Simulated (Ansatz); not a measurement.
# Response to strain in Ti

Start from Ti (space group P6/mmm, No. 191; a = 4.568 Å, c = 2.826 Å; a cell from a computed database, its experimental status unchecked; relaxed with 0.1 eV smearing). Axes: x lies along a and z along c of the hexagonal cell.

Strains are applied to the cell and any free atomic positions relax; under biaxial strain the out-of-plane vector relaxes too.

All numbers come from r2SCAN (Ansatz, a quantum-chemistry and plane-wave program; PAW; 500 eV plane waves; scalar-relativistic without spin-orbit coupling), earlier PAW set.

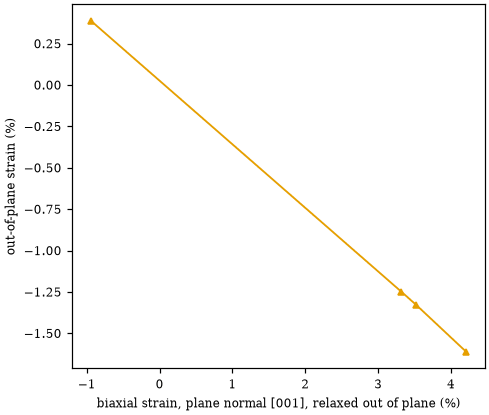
Figure. Out-of-plane strain against biaxial strain, plane normal [001], relaxed out of plane

```csv
"biaxial strain, plane normal [001], relaxed out of plane (%)",out-of-plane strain
-0.94,+0.39 %
3.32,-1.25 %
3.52,-1.33 %
4.21,-1.61 %
```

Stability against distortions was not tested. All final runs are without spin polarisation. This is not the structure that Ti has at room temperature and ambient pressure.
